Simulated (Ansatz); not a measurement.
```xyz
12
Lattice="7.0108 0.0000 0.0000 -3.5054 6.0715 0.0000 0.0000 0.0000 6.6713" Properties=species:S:1:pos:R:3 pbc="T T T"
Al    0.0000    0.0000    0.0037
Ga    3.5054    2.0238    0.0053
Ga    0.0000    4.0477    0.0053
Ga    2.3362    0.0000    3.3441
Ga   -1.1681    2.0232    3.3441
Ga    2.3373    4.0483    3.3441
As    0.0000    0.0000    2.4933
As    3.5054    2.0238    2.5029
As    0.0000    4.0477    2.5029
As    2.3323    0.0000    5.8396
As   -1.1661    2.0198    5.8396
As    2.3393    4.0517    5.8396
```

Space group P31m; a structure generated by program, which may or may not match a known phase.

Computed with Ansatz, DFT PBE, scalar-relativistic, plane waves, PAW.

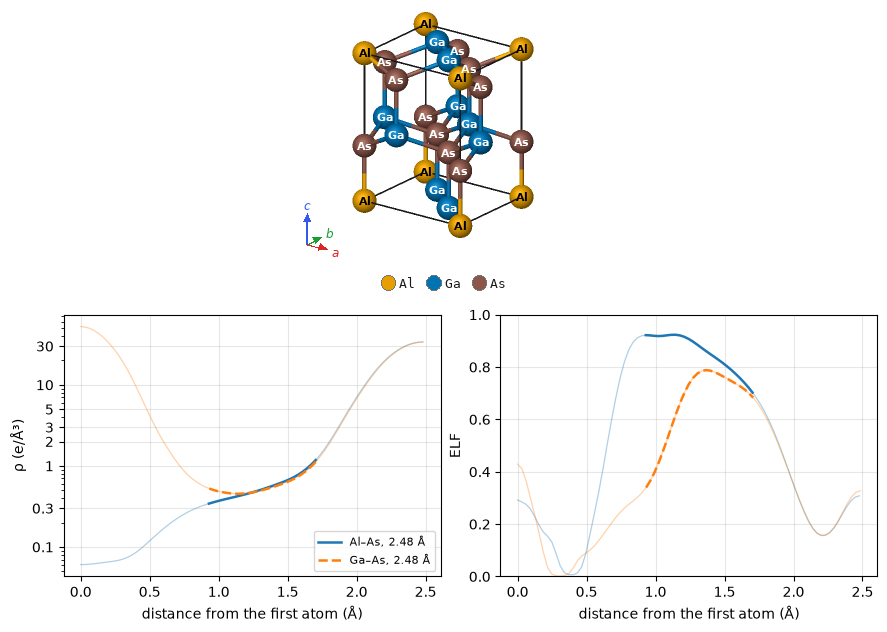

AlGa5As6. Valence pseudo-density and electron localisation function along straight lines between neighbouring atoms. Thin, pale parts lie inside the atomic spheres. The structure is drawn too.

Core electrons are frozen (PAW), and the valence fields are smoothed inside the atomic spheres.

**What kind of bonding do the profiles show?**

Al–As (2.48 Å): the density is about 0.47 e/Å³ at the midpoint; the ELF peaks at about 0.90 between the atoms (a covalent bond).
Ga–As (2.48 Å): ρ is about 0.47 e/Å³ halfway; the ELF peaks at about 0.80 between the atoms; a shared electron pair.
